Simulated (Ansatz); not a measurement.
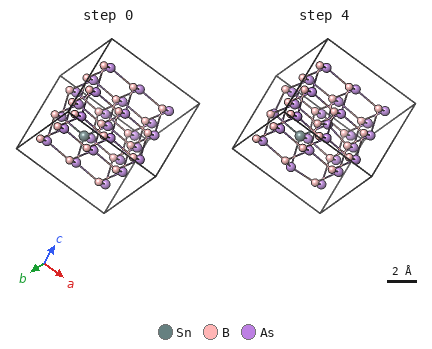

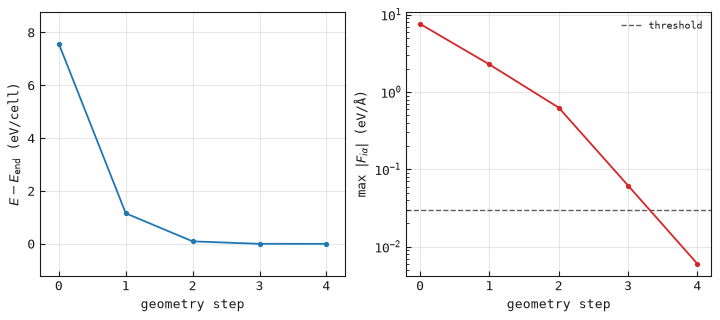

First and last geometry of a relaxation of a defect cell of composition SnB$_{26}$As$_{27}$ (cell charge +1), with the history of the run. A ball-and-stick model of the cell of the calculation (origin shifted), seen from a free direction.

Computed with DFT, PBE, plane-wave PAW, default files, scalar-relativistic in Ansatz 0.2.0. (plane-wave cutoff 420 eV; k-point mesh 2 × 2 × 2; occupations fermi dirac; smearing width 0.01 eV; no spin polarisation; atoms relaxed in a fixed cell; force threshold 0.03 eV/Å; at most 40 steps)

Question: What do the curves and the structures tell?

Answer: It converged. After 4 geometry steps the energy has fallen by 7.566 eV per cell of the calculation. The largest force component goes from 7.6 to 0.006 eV/Å. The largest moves, 0.34 Å, are those of As atoms. Largest moves by element: As 0.34 Å, B 0.06 Å. Sn stays in place. The cell stays as it was. Some distances before and after: As–Sn 2.069 → 2.406 Å, As–B 2.069 → 2.026 Å, As–B 2.069 → 2.076 Å. Bond angles that change, for instance: As–B–As 109.5° → 100.1°, Sn–As–B 109.5° → 101.1°, B–As–B 109.5° → 116.4°.

```
step  E − E(0), meV/atom  largest force component, eV/Å
   0                0.00                         7.5975
   1             -118.71                         2.2741
   2             -138.37                         0.6281
   3             -140.10                         0.0618
   4             -140.12                         0.0060
```

Limits of the set-up: the cell is charged, on a uniform background, and energies carry no finite-size correction.
